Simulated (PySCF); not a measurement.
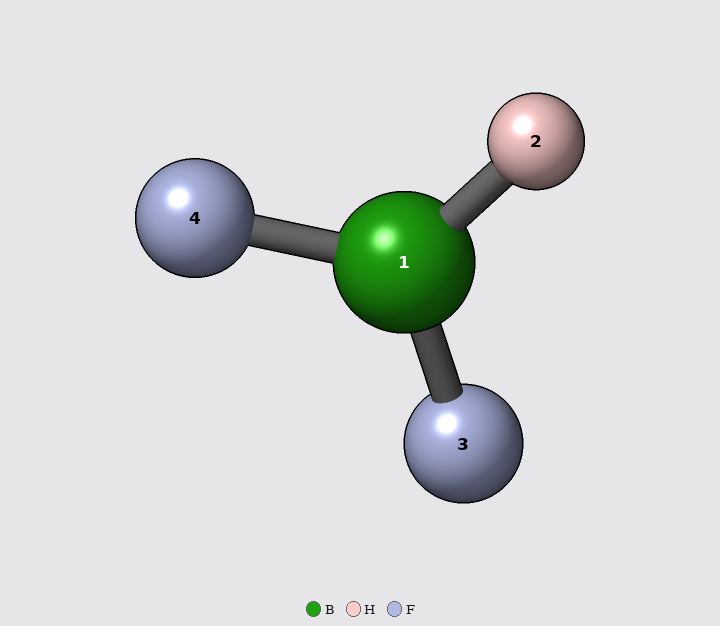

The computed structure is the end point of a PBE0-D4/def2-TZVP optimisation. No frequency run is at hand to confirm it as a minimum.

List the bonds and their lengths.

| bond | length (Å) |
| --- | --- |
| B1–H2 | 1.191 |
| B1–F3 | 1.313 |
| B1–F4 | 1.313 |
